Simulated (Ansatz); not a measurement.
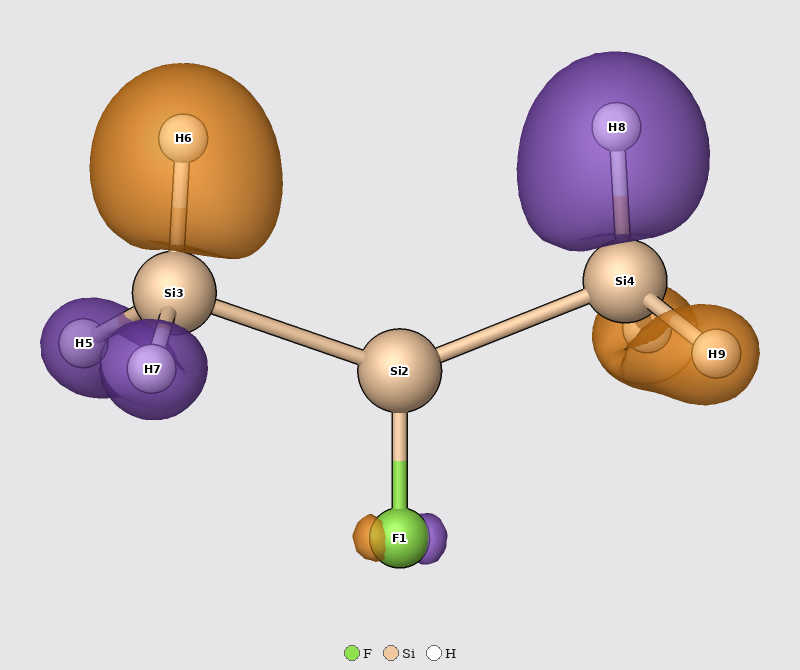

The picture shows: FH₆Si₃ (SMILES F[Si+]([SiH3])[SiH3]) (charge +1). The HOMO−1 at ±0.15 Å⁻³ᐟ² (orange and purple are the two phases), seen at a tilt.

Geometry: r2SCAN-D4/def2-SVP.

These are results of isolated molecule in a Gaussian basis; Kohn-Sham density functional theory, functional PBE0 (Ansatz), not measurements.

```xyz
10

F    -0.8266   -1.0008    1.6401
Si   -1.4429   -0.5244    0.2384
Si   -3.7840   -0.9118    0.2155
Si    0.2800    0.3393   -1.1462
H    -3.8748   -2.3829    0.4267
H    -4.2753   -0.4427   -1.1038
H    -4.2608   -0.1133    1.3781
H    -0.3687    0.7580   -2.4135
H     0.8297    1.4557   -0.3289
H     1.2085   -0.8175   -1.2744
```

> Where does this orbital lie, and at what energy?

By Hirshfeld shares it lies mainly on Si4 (about 20 %), Si3 (about 20 %), H8 (about 20 %) and H6 (about 20 %). Its energy is −14.93 eV.
